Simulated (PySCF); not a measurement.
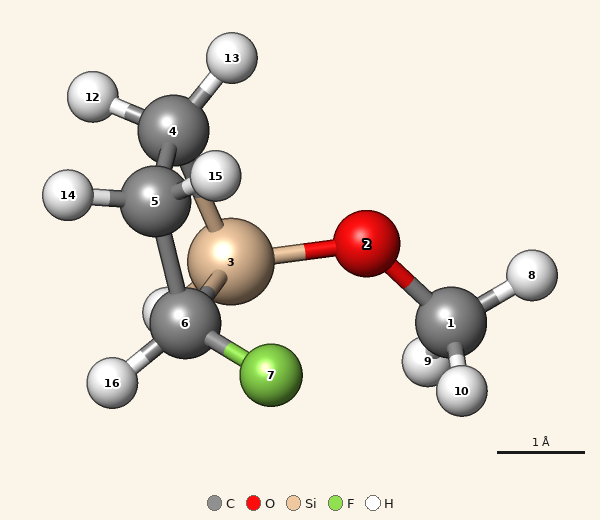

Fig. 1: The input geometry (ball-and-stick view, seen at a tilt; atoms are numbered from 1 in the order of the input). Bond lengths as drawn: C–C 1.54 Å, C–F 1.39 Å, C–H 1.09 Å, C–O 1.40 Å, C–Si 1.90 to 1.94 Å, H–Si 1.46 Å and O–Si 1.61 Å.

**C4H9FOSi: excited-state calculation**

- system: C4H9FOSi
- method: TDDFT PBE0/def2-SVPD, vertical, gas phase, core orbitals frozen in the response (PySCF 2.14.0)

The geometry comes from this level: GFN2-xTB.

The input:
```
{"job": {"kind": "uv", "xc": "PBE0", "basis": "def2-SVPD", "nstates": 6, "ntriplets": 2}, "charge": 0, "multiplicity": 1}
C      2.597655     0.804860    -0.420841
O      1.243112     0.672081    -0.755084
Si     0.217221    -0.545763    -0.506756
C     -1.557536     0.063749    -0.806060
C     -1.908676    -0.058025     0.692956
C     -0.620921    -0.704646     1.231645
F     -0.059269     0.026986     2.271330
H      2.933397     1.775401    -0.786101
H      3.188311     0.014863    -0.888593
H      2.732628     0.756853     0.660611
H      0.690228    -1.821716    -1.044249
H     -2.159401    -0.597726    -1.422824
H     -1.678622     1.071016    -1.194828
H     -2.794976    -0.661337     0.880006
H     -2.051011     0.917459     1.153523
H     -0.779741    -1.705111     1.641949
```

The first line tells a small driver script what to run in PySCF; the rest is the geometry in Å.

Hardware: 1 CPU thread, shared host.

Launch command:
```bash
OMP_NUM_THREADS=1 python <driver script> task.json out
```

Output:
```
coarse grid: 13720 points
cycle   1  E = -621.3988195366  dE =  7.607e-01  |g| = 7.339e-01  |ddm| = 5.503e+00
cycle   2  E = -621.2431056530  dE =  1.557e-01  |g| = 1.168e+00  |ddm| = 1.791e+00
cycle   3  E = -621.5028766882  dE = -2.598e-01  |g| = 1.061e-01  |ddm| = 1.087e+00
cycle   4  E = -621.5047943497  dE = -1.918e-03  |g| = 5.074e-02  |ddm| = 1.704e-01
cycle   5  E = -621.5054093705  dE = -6.150e-04  |g| = 6.135e-03  |ddm| = 6.868e-02
cycle   6  E = -621.5054171684  dE = -7.798e-06  |g| = 1.882e-03  |ddm| = 1.358e-02
final grid: 127920 points
cycle   7  E = -621.5947457776  dE = -3.041e-05  |g| = 1.022e-02  |ddm| = 1.126e-01
cycle   8  E = -621.5947208779  dE =  2.490e-05  |g| = 1.520e-02  |ddm| = 2.542e-02
cycle   9  E = -621.5947676170  dE = -4.674e-05  |g| = 1.364e-03  |ddm| = 1.482e-02
cycle  10  E = -621.5947680353  dE = -4.183e-07  |g| = 2.064e-04  |ddm| = 1.640e-03
cycle  11  E = -621.5947680445  dE = -9.218e-09  |g| = 6.263e-05  |ddm| = 5.079e-04
cycle  12  E = -621.5947680455  dE = -9.463e-10  |g| = 2.238e-05  |ddm| = 1.326e-04
```

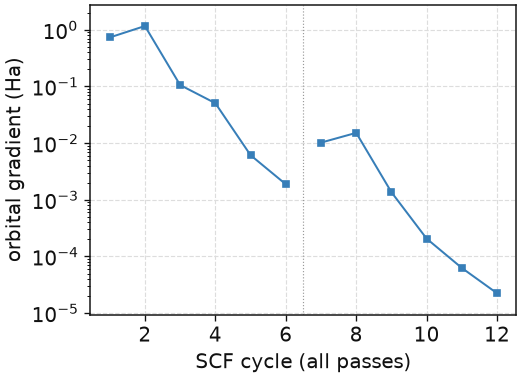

Fig. 2: Convergence of the self-consistent field: orbital gradient against the SCF cycle. The dotted line marks the change from a coarse to the final integration grid. The first 6 cycles use a coarse grid, the final grid takes over at cycle 7, and the field converges after 12 cycles in all.

```
converged SCF energy = -621.5947680455

Static polarisability (au): isotropic 75.462, principal 67.863 71.170 87.354

Singlet excitations
state   eV       nm        f      main configurations
  1   6.0162    206.1   0.01029   H->L 0.96
  2   6.7153    184.6   0.00822   H-1->L 0.91
  3   6.9330    178.8   0.05596   H->L+1 0.74, H->L+2 0.14
  4   7.0880    174.9   0.01857   H->L+2 0.81, H->L+1 0.14
  5   7.3949    167.7   0.00941   H->L+3 0.64, H-1->L+1 0.16
  6   7.4571    166.3   0.03213   H-1->L+1 0.68, H->L+3 0.19

Triplet excitations (Tamm-Dancoff, eV): 5.5069 6.3653
```

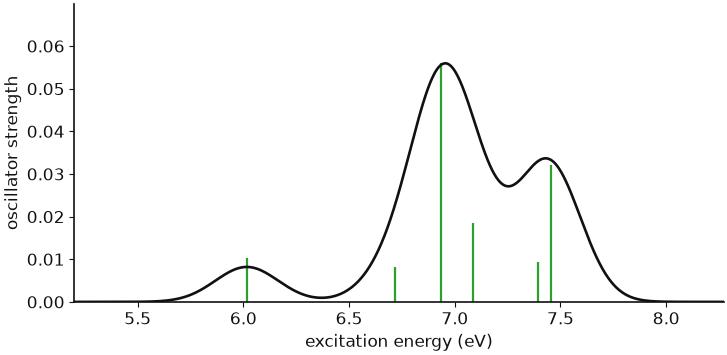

Fig. 3: Computed excitations as sticks (degenerate states added up, dark ones marked on the axis), with a Gaussian envelope of 0.35 eV full width at half maximum, scaled to the tallest. Of the 6 states the lowest lies at 6.02 eV (f = 0.010); the strongest line is at 6.93 eV, or 179 nm (f = 0.056).

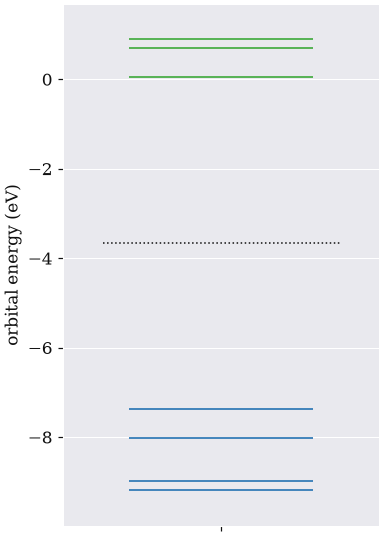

Fig. 4: Orbital energies near the frontier; the dotted line parts filled from empty levels, and levels within 0.02 eV of each other stand side by side. Highest filled −7.38 eV, lowest empty 0.06 eV, 7.44 eV apart.

Results in brief:

| quantity | value |
| --- | --- |
| outcome | converged |
| total energy | −621.594768 hartree |
| HOMO | −7.38 eV |
| LUMO | 0.06 eV |
| dipole moment | 1.52 D |
| mean polarisability | 75.46 a.u. |
| lowest singlet excitation | 6.02 eV |
| wall time | 31 s |
| peak memory | 0.85 GiB |
